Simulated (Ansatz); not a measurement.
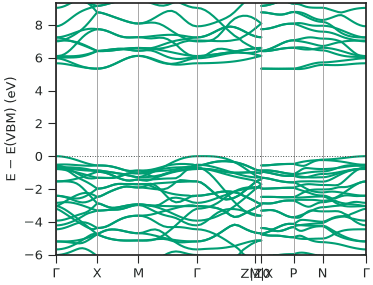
Fig. 1. Band structure from the program Ansatz at the PBE level (PAW)

The gap is 5.31 eV; an edge lies off the plotted path or next to a special point (maximum on the Γ–Z line, 14 % of the way from Γ, minimum off the standard path).

The material is HfSiO4 in space group I4_1/amd (No. 141; Hf on 4a, Si on 4b, O on 16h).

The cell was relaxed with PBE under the symmetry of its start. No spin polarisation was allowed. Scalar-relativistic: spin–orbit coupling is off unless named, which matters more the heavier the elements.

Potentials: the later of the program's two PAW sets.
